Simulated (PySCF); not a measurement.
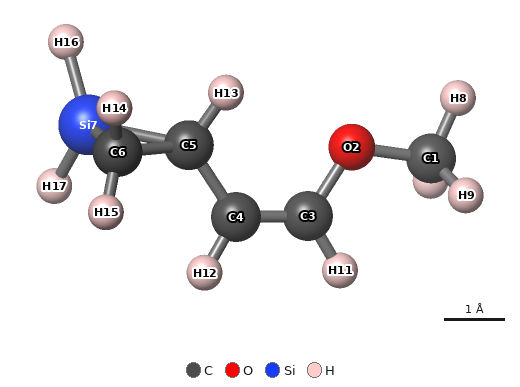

*The starting structure (ball-and-stick view, seen at a tilt; atoms are numbered from 1 in the order of the input).*

Bond lengths as drawn: C–C 1.28 to 1.53 Å, C–H 1.07 to 1.11 Å, C–O 1.38 to 1.42 Å, C–Si 1.87 to 1.89 Å and H–Si 1.45 to 1.47 Å.

## Run report: C$_{5}$H$_{10}$OSi, geometry relaxation

C$_{5}$H$_{10}$OSi, computed with PBE0-D3(BJ)/def2-SVP geometry optimisation, gas phase (PySCF 2.14.0).

It belongs to a series of runs on one base structure; here: constitutional isomer.

**Input file**
```
{"job": {"xc": "PBE0", "basis": "def2-SVP", "d3": "d3bj", "grid": 1, "shake": 0.01, "kind": "geom"}, "charge": 0, "multiplicity": 1}
C      2.887400     1.194430     0.759300
O      1.525500     0.815180     0.601230
C      1.319090    -0.298220    -0.182910
C      0.159950    -0.788850    -0.417450
C     -1.118110    -0.216150     0.075710
C     -2.363050    -1.096160     0.186860
Si    -2.517140     0.231790    -1.118280
H      2.874410     2.076320     1.429650
H      3.480250     0.426040     1.203740
H      3.301820     1.525420    -0.192270
H      2.226310    -0.754780    -0.569360
H      0.053880    -1.666800    -1.032600
H     -0.979150     0.475520     0.907860
H     -2.922200    -1.033150     1.126990
H     -2.217390    -2.140310    -0.112630
H     -3.348950     1.409310    -0.826010
H     -2.379120    -0.147750    -2.510280
```

The first line tells a small driver script what to run in PySCF; the rest is the geometry in Å.

Command:
```bash
OMP_NUM_THREADS=1 python <driver script> task.json out
```

**The program's output**
```
step   0  E = -560.46065638  max force = 0.082241
step   1  E = -560.46794051  max force = 0.020586
step   2  E = -560.46782369  max force = 0.009488
step   3  E = -560.46856619  max force = 0.002691
step   4  E = -560.46855759  max force = 0.002418
step   5  E = -560.46864412  max force = 0.000874
step   6  E = -560.46866306  max force = 0.000253
step   7  E = -560.46869008  max force = 0.000907
step   8  E = -560.46873137  max force = 0.001547
step   9  E = -560.46875621  max force = 0.001430
step  10  E = -560.46878428  max force = 0.000677
step  11  E = -560.46879520  max force = 0.000200
optimisation converged
```

**Trajectory as extended XYZ (Å, eV, eV/Å), 6 of the 12 frames kept, from step=0 to step=11**
```
17
Properties=species:S:1:pos:R:3:forces:R:3 step=0 energy=-15250.91127
C     2.8874    1.1944    0.7593   -1.8149   1.2713  -0.0257
O     1.5255    0.8152    0.6012    0.3868  -0.5672  -0.3538
C     1.3191   -0.2982   -0.1829    3.7495   2.0337   1.2799
C     0.1600   -0.7889   -0.4174   -4.2290  -0.8596  -0.2883
C    -1.1181   -0.2162    0.0757    0.2288   0.1142  -0.1185
C    -2.3630   -1.0962    0.1869    0.0417  -0.1859  -0.0262
Si   -2.5171    0.2318   -1.1183    0.1884  -0.1679   0.9287
H     2.8744    2.0763    1.4297    0.0759  -0.2905  -0.1084
H     3.4802    0.4260    1.2037    0.7185  -0.9870   0.4471
H     3.3018    1.5254   -0.1923    0.3557  -0.0220  -0.4292
H     2.2263   -0.7548   -0.5694    0.3053  -0.1474  -0.1622
H     0.0539   -1.6668   -1.0326    0.2289  -0.5052  -0.3937
H    -0.9791    0.4755    0.9079    0.0091   0.2124   0.0821
H    -2.9222   -1.0332    1.1270   -0.0449   0.0949  -0.0395
H    -2.2174   -2.1403   -0.1126   -0.0816  -0.0292  -0.1272
H    -3.3489    1.4093   -0.8260   -0.1609   0.2063  -0.0008
H    -2.3791   -0.1477   -2.5103    0.0427  -0.1708  -0.6644
17
Properties=species:S:1:pos:R:3:forces:R:3 step=2 energy=-15251.10630
C     3.4583    1.5148    0.6405    0.1277  -0.1580   0.0138
O     2.1321    1.1060    0.4737   -0.4879  -0.0902   0.0438
C     1.9344   -0.0034   -0.2732    0.2840  -0.2046  -0.3159
C     0.7459   -0.5736   -0.5386    0.1709   0.3360   0.3472
C    -0.5495   -0.1041   -0.0244   -0.0818   0.0363  -0.0280
C    -1.6979   -1.1150    0.1535   -0.0128   0.0165   0.0425
Si   -2.0454    0.1669   -1.1437    0.0742   0.0322  -0.0450
H     3.4565    2.3804    1.3153   -0.0244   0.0150  -0.0081
H     4.0833    0.7188    1.0948   -0.0798   0.0818  -0.0367
H     3.9215    1.8137   -0.3182   -0.0224   0.0064   0.0059
H     2.8481   -0.4364   -0.6953    0.0563  -0.0663  -0.0469
H     0.7597   -1.4668   -1.1693    0.0397   0.0245  -0.0211
H    -0.4550    0.6334    0.7812   -0.0124   0.0034   0.0190
H    -2.2304   -1.0837    1.1101   -0.0076  -0.0027  -0.0038
H    -1.4852   -2.1400   -0.1718    0.0094  -0.0019  -0.0008
H    -2.9859    1.2809   -0.8622   -0.0112  -0.0080   0.0229
H    -1.9272   -0.2171   -2.5732   -0.0220  -0.0203   0.0113
17
Properties=species:S:1:pos:R:3:forces:R:3 step=4 energy=-15251.12627
C     3.3736    1.5122    0.6564    0.0143  -0.0029   0.0111
O     2.0737    1.0497    0.4287    0.0275   0.0007  -0.0003
C     1.9611   -0.0589   -0.3371    0.0608  -0.0609  -0.0778
C     0.7739   -0.6282   -0.5840    0.0173   0.0893   0.0947
C    -0.4921   -0.1111   -0.0406   -0.1243  -0.0647  -0.0367
C    -1.6686   -1.0787    0.1839   -0.0103  -0.0146   0.0066
Si   -2.0038    0.1950   -1.1256    0.0195   0.0191   0.0016
H     3.3013    2.3819    1.3228   -0.0016   0.0029  -0.0057
H     4.0033    0.7470    1.1460    0.0049  -0.0005   0.0064
H     3.8683    1.8277   -0.2807   -0.0026  -0.0044  -0.0013
H     2.8927   -0.4662   -0.7484    0.0099   0.0252   0.0055
H     0.7592   -1.5165   -1.2228   -0.0089   0.0304   0.0161
H    -0.3526    0.6328    0.7529    0.0141  -0.0100  -0.0175
H    -2.1756   -1.0140    1.1525   -0.0051   0.0002  -0.0004
H    -1.4989   -2.1155   -0.1298    0.0014   0.0011  -0.0001
H    -2.9022    1.3390   -0.8256   -0.0053  -0.0032  -0.0018
H    -1.9499   -0.2213   -2.5494   -0.0114  -0.0078  -0.0005
17
Properties=species:S:1:pos:R:3:forces:R:3 step=7 energy=-15251.12988
C     3.4130    1.4934    0.6669   -0.0138  -0.0010   0.0082
O     2.0995    1.0870    0.4091    0.0029   0.0072  -0.0155
C     1.9584   -0.0182   -0.3576   -0.0014   0.0253   0.0466
C     0.7638   -0.5813   -0.5825   -0.0243  -0.0435  -0.0377
C    -0.5150   -0.0937   -0.0396    0.0389   0.0232   0.0159
C    -1.6675   -1.0886    0.1905   -0.0031   0.0059   0.0005
Si   -2.0333    0.1724   -1.1244   -0.0104  -0.0137   0.0018
H     3.3612    2.3903    1.2982    0.0014   0.0012  -0.0017
H     3.9874    0.7174    1.2054   -0.0003  -0.0001   0.0012
H     3.9531    1.7501   -0.2630    0.0045  -0.0054  -0.0012
H     2.8793   -0.4283   -0.7893   -0.0037  -0.0022  -0.0149
H     0.7481   -1.4620   -1.2310    0.0054  -0.0048  -0.0069
H    -0.3905    0.6569    0.7499   -0.0067   0.0035   0.0012
H    -2.1756   -1.0318    1.1590    0.0048  -0.0014   0.0017
H    -1.4722   -2.1220   -0.1194   -0.0009   0.0001  -0.0011
H    -2.9632    1.2921   -0.8289    0.0017   0.0017   0.0020
H    -1.9830   -0.2589   -2.5439    0.0050   0.0041  -0.0001
17
Properties=species:S:1:pos:R:3:forces:R:3 step=9 energy=-15251.13168
C     3.4140    1.4522    0.7007   -0.0127   0.0094   0.0051
O     2.1077    1.1568    0.2963   -0.0055  -0.0028  -0.0111
C     1.9564    0.0401   -0.4516   -0.0073   0.0215   0.0542
C     0.7624   -0.5369   -0.6414   -0.0368  -0.0327  -0.0578
C    -0.5066   -0.0672   -0.0606    0.0735   0.0271   0.0139
C    -1.6267   -1.0829    0.2328   -0.0026   0.0264  -0.0101
Si   -2.0688    0.1450   -1.0911   -0.0537  -0.0464   0.0137
H     3.3890    2.4255    1.2086    0.0026  -0.0014   0.0018
H     3.8100    0.6968    1.4039   -0.0017  -0.0030  -0.0062
H     4.1021    1.5247   -0.1618    0.0055  -0.0035  -0.0014
H     2.8682   -0.3560   -0.9153    0.0038  -0.0040  -0.0123
H     0.7362   -1.4079   -1.3028    0.0085  -0.0132   0.0052
H    -0.3677    0.7022    0.7081   -0.0121   0.0006   0.0042
H    -2.0978   -1.0189    1.2195    0.0079  -0.0042   0.0021
H    -1.4188   -2.1167   -0.0669   -0.0052  -0.0023   0.0020
H    -3.0173    1.2448   -0.7803    0.0101   0.0083   0.0008
H    -2.0789   -0.3269   -2.4987    0.0256   0.0201  -0.0042
17
Properties=species:S:1:pos:R:3:forces:R:3 step=11 energy=-15251.13274
C     3.4019    1.4534    0.6987    0.0023  -0.0036   0.0029
O     2.0997    1.1537    0.2849    0.0009   0.0032  -0.0012
C     1.9562    0.0314   -0.4556    0.0001  -0.0063  -0.0103
C     0.7637   -0.5484   -0.6481    0.0056   0.0057   0.0091
C    -0.4993   -0.0710   -0.0619   -0.0048  -0.0015  -0.0043
C    -1.6247   -1.0802    0.2347    0.0045   0.0025  -0.0035
Si   -2.0665    0.1506   -1.0848   -0.0093  -0.0046   0.0031
H     3.3714    2.4284    1.2029    0.0008   0.0003   0.0007
H     3.7933    0.7007    1.4073   -0.0003  -0.0003  -0.0001
H     4.0976    1.5228   -0.1582   -0.0013   0.0011  -0.0002
H     2.8708   -0.3632   -0.9163   -0.0006   0.0025   0.0002
H     0.7378   -1.4253   -1.3016   -0.0014  -0.0005   0.0023
H    -0.3544    0.6966    0.7075    0.0016  -0.0022   0.0015
H    -2.0897   -1.0158    1.2241   -0.0014   0.0001  -0.0003
H    -1.4252   -2.1152   -0.0671   -0.0019  -0.0010   0.0010
H    -3.0002    1.2618   -0.7697    0.0013   0.0014   0.0000
H    -2.0688   -0.3054   -2.4975    0.0038   0.0033  -0.0008
```

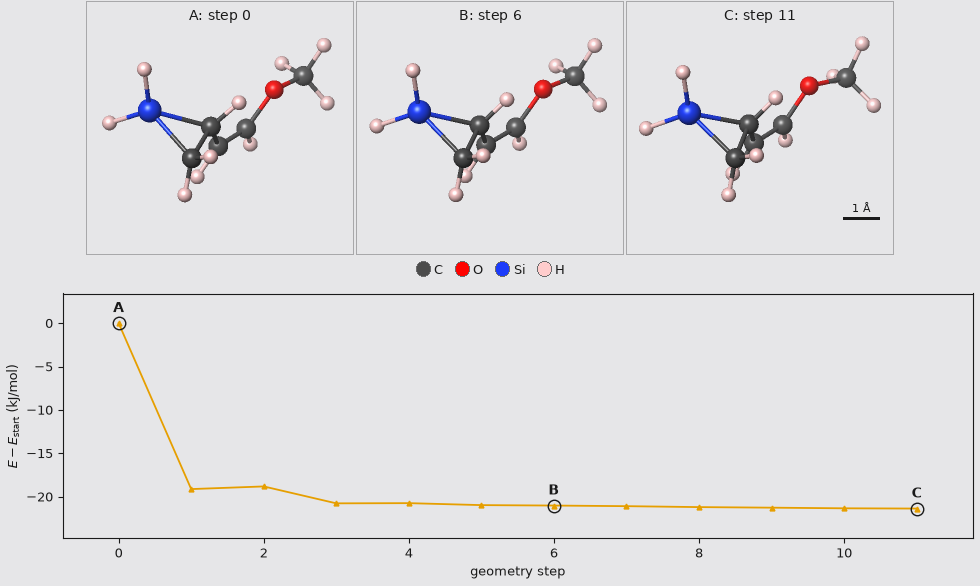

*Frames of the relaxation (ball-and-stick view, seen at a tilt) above the curves, on which the letters mark them (steps are counted from 0).*

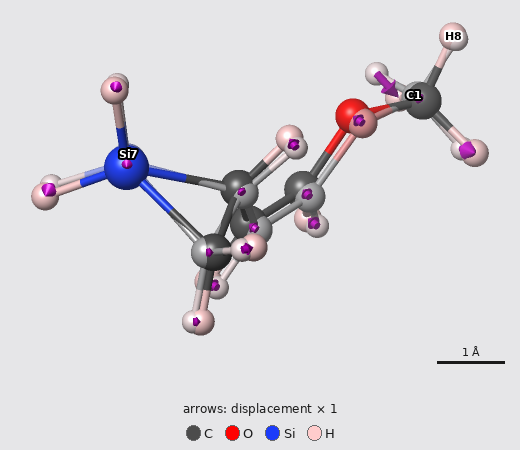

*Start (faint) and end (solid) with the displacements as pink arrows, at true length (ball-and-stick view, seen at a tilt). The two geometries are laid on each other by the best rigid fit.*

The largest move after the best rigid fit is that of H10, 0.51 Å. Largest moves by element: H 0.51 Å, O 0.21 Å, C 0.18 Å, Si 0.13 Å. Among the contacts that change: C3–C4 1.280 → 1.340 Å, C1–H9 1.067 → 1.105 Å, Si7–H17 1.449 → 1.485 Å, O2–C3 1.377 → 1.352 Å. Among the angles that change: C5–C4–H12 114.8° → 118.5°, C3–C4–H12 120.4° → 117.0°, H9–C1–H10 111.8° → 108.5°. Over 11 geometry steps the energy falls by 21.4 kJ/mol. Largest force component: 4.2 eV/Å at the start, 0.01 eV/Å at the end. (Atoms are counted from 1 in the order of the input.)

**Key numbers**

- outcome: converged
- total energy: −560.468795 hartree
- dipole moment: 1.42 D
- point group: C1
- hardware: 1 CPU thread, shared host
- wall time: 92 s
- peak memory: 0.67 GiB
